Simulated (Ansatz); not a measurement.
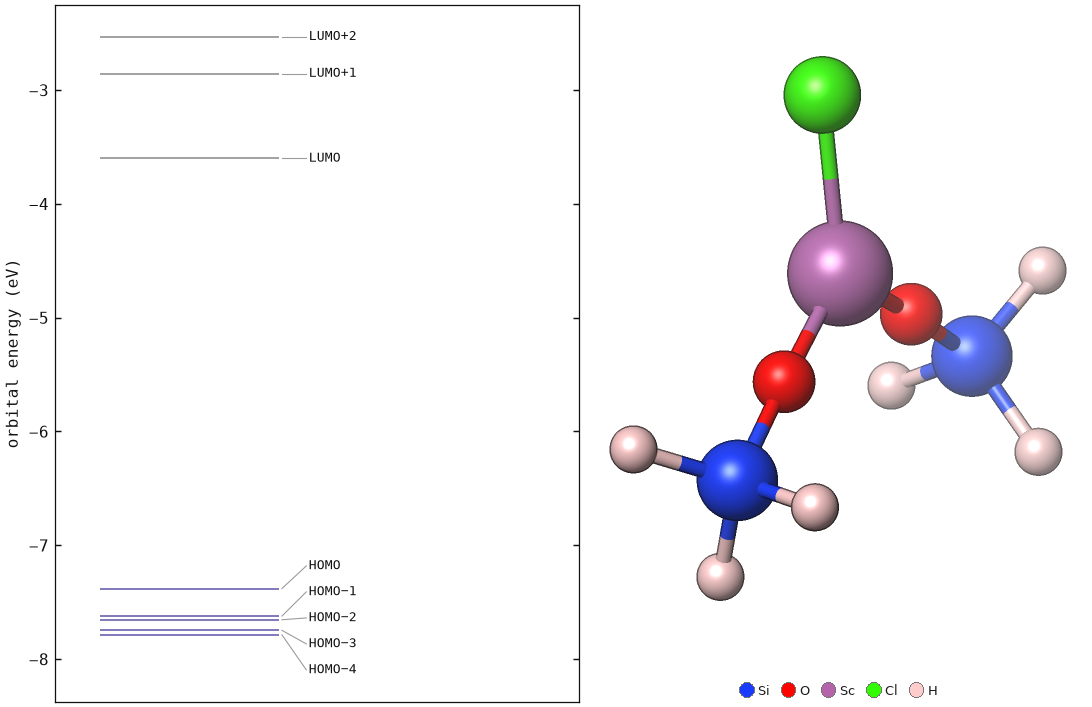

ScSi₂H₆O₂Cl, SMILES [SiH3][O][Sc]([Cl])[O][SiH3], singlet. Kohn-Sham orbital energies near the frontier, LDA (SPW92)/def2-TZVPP in the Ansatz code, at a PBE0-D4/def2-TZVP geometry (with a soft imaginary mode, 14i cm⁻¹), isolated molecule; empty levels in grey, levels within 0.03 eV side by side.

Where do the frontier orbitals lie?

HOMO at −7.38 eV, LUMO at −3.60 eV, 3.78 eV apart.

List the levels.

```tsv
orbital	energy (eV)
LUMO+2	−2.53
LUMO+1	−2.86
LUMO	−3.60
HOMO	−7.38
HOMO−1	−7.62
HOMO−2	−7.65
HOMO−3	−7.75
HOMO−4	−7.79
```

Known limits of this run: one conformer of a flexible molecule.
